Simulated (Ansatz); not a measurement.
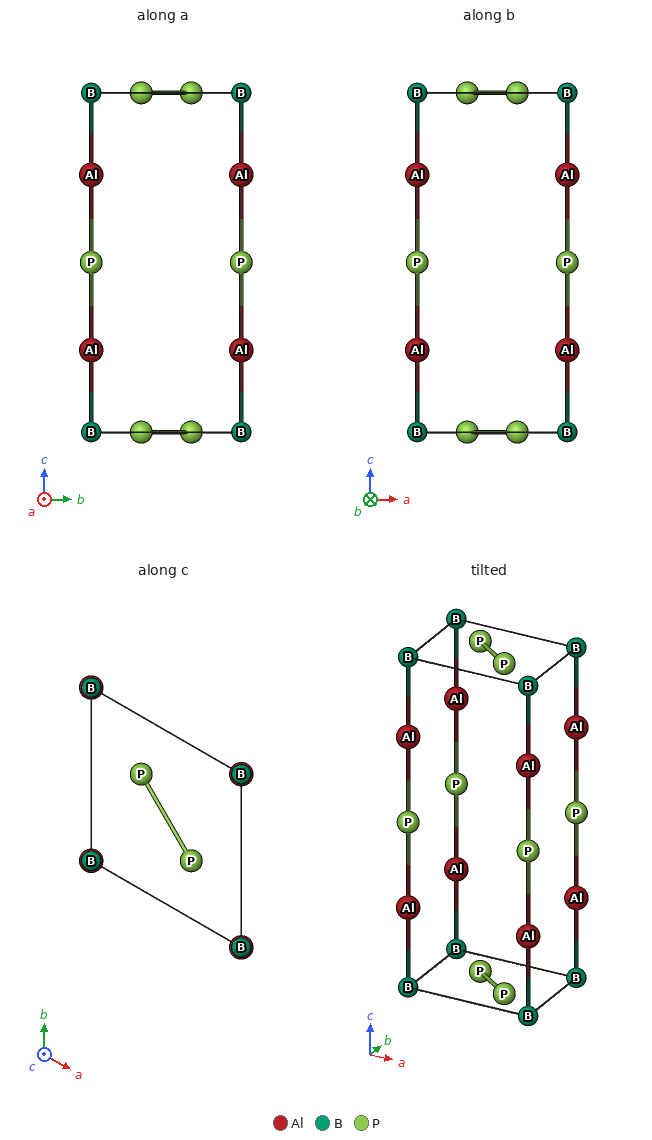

An orthographic ball-and-stick view of the structure, along the a axis, along the b axis, along the c axis and slightly off an axis. The frame is the conventional unit cell; atoms at its boundary are shown with their periodic copies.

Lattice parameters: a = 4.253 Å, b = 4.253 Å, c = 8.325 Å, α = 90.00°, β = 90.00°, γ = 120.00°. Put a along x and b in the xy plane.

Set out the cell and atoms as a POSCAR file, with free fractional coordinates to two decimals.

Answer.
```
Al B P
1.0
     4.253    0.000    0.000
    -2.126    3.683    0.000
     0.000    0.000    8.325
Al B P
2 1 3
Direct
  0.00 0.00 0.76
  0.00 0.00 0.24
  0.00 0.00 0.00
  0.3333 0.6667 0.00
  0.6667 0.3333 0.00
  0.00 0.00 0.50
```

The starting point was a random cell made by a generator, so it need not be a real form of the compound. Atoms and cell were optimised with DFT PBE, scalar-relativistic, plane waves, PAW in Ansatz.
